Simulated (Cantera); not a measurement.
Input: 1 mol SiHCl3, 0.038 mol C2H4, 490 mol H2, equilibrated at 7.30 mbar.

Equilibrium computed with Cantera from the NASA thermochemical tables; the gas is ideal and each condensed phase is pure. Candidate condensed phases: C, C6H6, C7H8, C8H18, Si, SiC; 109 gas species. Mutual solubility and eutectic melting of coexisting phases are not modelled. The tables' values for SiCl are old estimates; treat these amounts as uncertain. Gases not in the tables: Si2H6 and higher silanes. Rates play no part.

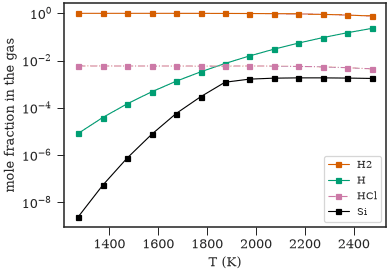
Figure. Equilibrium gas composition (values under 1e-9 drawn at 1e-9)

From 1273 K to 1673 K the condensed part is Si(s) + SiC(s). From 1773 K to 1873 K the condensed part is Si(l) + SiC(s). At 1973 K the condensed part is SiC(s). From 2073 K to 2473 K nothing is condensed. The main Si-bearing gas is SiCl2 at 1273 K and Si at 2473 K.
